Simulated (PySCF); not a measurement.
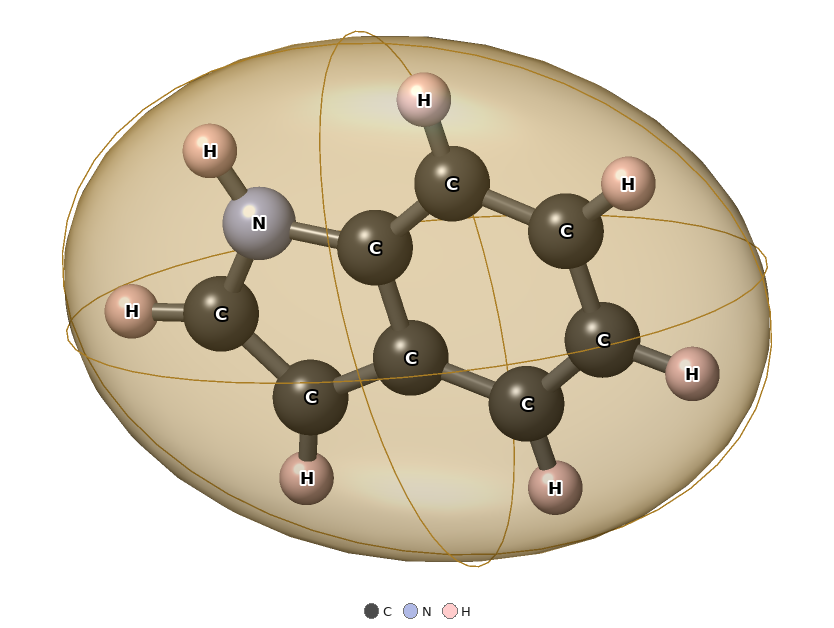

The ellipsoid shows the static dipole polarisability: its half-axes are proportional to the principal values. The computed structure is the end point of a GFN2-xTB optimisation. No frequency run is at hand to confirm it as a minimum. Level of theory: CAM-B3LYP/def2-SVPD (PySCF 2.14.0).

Question: Give the principal values, the mean and the anisotropy.

Answer: Principal values 55.2, 102.2, 132.7 bohr³; mean 96.7 bohr³ (14.33 Å³); anisotropy 67.6 bohr³, so the longest axis is 2.40 times the shortest.
